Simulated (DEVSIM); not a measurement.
System: Ti/Al2O3/p-Si capacitor, at 400 K.

```tsv
layer (left to right)	material	thickness (nm)	Na (cm⁻³)
1	Al2O3	2.30	-
2	Si	7300	6.2e15
```

Metal gate on the left, work function 4.33 eV. Fixed charge at the semiconductor interface 1.2e10 cm⁻² (in units of +e); no interface traps.

The device is made up for the run: typed textbook-type constants, with dimensions and the other settings drawn at random. Values at 300 K; Nc and Nv go as T^1.5, mobilities as T to minus their exponent, the gap by Varshni's rule with the affinity fixed.

```tsv
parameter	Al2O3	Si
gap (eV)	6.8	1.124
affinity (eV)	1.35	4.05
permittivity	9	11.7
Nc (cm⁻³)	-	2.86e19
Nv (cm⁻³)	-	3.1e19
Varshni α (eV/K)	-	0.000473
Varshni β (K)	-	636
```

Simulated with DEVSIM: 1D Poisson equation in equilibrium, Boltzmann statistics, complete ionisation; no quantum confinement or tunnelling. Metal contacts follow the ideal Schottky-Mott rule: no Fermi-level pinning, no interface dipoles.

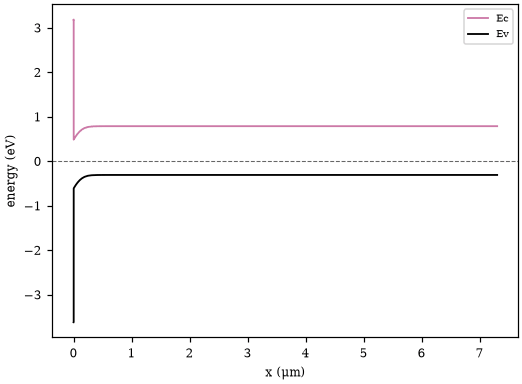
Fig. 1. Band edges at -0.2 V on the gate

Energies count from the Fermi level of the right contact; mesh points crowd at the junctions.

| x (μm) | Ec (eV) | Ev (eV) | n (cm⁻³) | p (cm⁻³) | field (V/cm) |
|---|---|---|---|---|---|
| 0.000 | 3.180 | -3.620 | < 1e2 | < 1e2 | 27000 |
| 0.0009050 | 3.182 | -3.618 | < 1e2 | < 1e2 | 27000 |
| 0.001810 | 3.185 | -3.615 | < 1e2 | < 1e2 | 27000 |
| 0.002768 | 0.487 | -0.609 | 3.2e13 | 1.0e12 | 23000 |
| 0.005796 | 0.494 | -0.602 | 2.6e13 | 1.2e12 | 22000 |
| 0.01129 | 0.506 | -0.590 | 1.8e13 | 1.7e12 | 22000 |
| 0.02404 | 0.533 | -0.563 | 8.4e12 | 3.8e12 | 21000 |
| 0.06662 | 0.612 | -0.484 | 8.6e11 | 3.8e13 | 16000 |
| 0.1439 | 0.711 | -0.385 | 4.8e10 | 6.7e14 | 9400 |
| 0.3124 | 0.782 | -0.315 | 6.3e9 | 5.1e15 | 1000 |
| 0.7032 | 0.788 | -0.308 | 5.2e9 | 6.2e15 | ≈ 0 |
| 2.009 | 0.788 | -0.308 | 5.2e9 | 6.2e15 | ≈ 0 |
| 4.221 | 0.788 | -0.308 | 5.2e9 | 6.2e15 | ≈ 0 |
| 5.890 | 0.788 | -0.308 | 5.2e9 | 6.2e15 | ≈ 0 |
| 6.809 | 0.788 | -0.308 | 5.2e9 | 6.2e15 | ≈ 0 |
| 7.084 | 0.788 | -0.308 | 5.2e9 | 6.2e15 | ≈ 0 |
| 7.203 | 0.788 | -0.308 | 5.2e9 | 6.2e15 | ≈ 0 |
| 7.257 | 0.788 | -0.308 | 5.2e9 | 6.2e15 | ≈ 0 |
| 7.287 | 0.788 | -0.308 | 5.2e9 | 6.2e15 | ≈ 0 |
| 7.296 | 0.788 | -0.308 | 5.2e9 | 6.2e15 | ≈ 0 |
| 7.300 | 0.788 | -0.308 | 5.2e9 | 6.2e15 | ≈ 0 |
| 7.302 | 0.788 | -0.308 | 5.2e9 | 6.2e15 | ≈ 0 |
